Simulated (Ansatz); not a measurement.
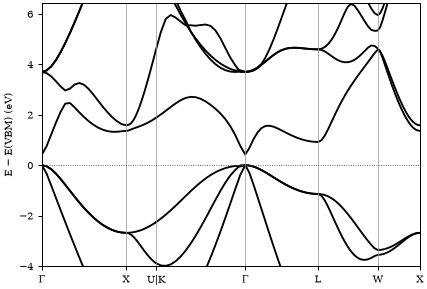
Band structure from plane-wave PAW PBEsol (Ansatz code)

### Question
Read off the gap and where the band edges lie.

### Answer
About 0.4 eV (0.42 eV by a search for the band edges); maximum at Γ, minimum at Γ.

### Question
Pick the material that matches.
A. GaAs, zinc blende
B. ZnS, zinc blende
C. LaN, zinc blende
D. BP, zinc blende

### Answer
A, GaAs, zinc blende

Space group F-43m (zinc blende). The PBEsol relaxation kept the symmetry of its start. Scalar-relativistic: spin–orbit coupling is off unless named, which matters more the heavier the elements.

Potentials: the earlier of the program's two PAW sets. The files were generated under PBE; for other functionals the program regenerates the frozen cores, and for LDA and PBEsol the local potential too.
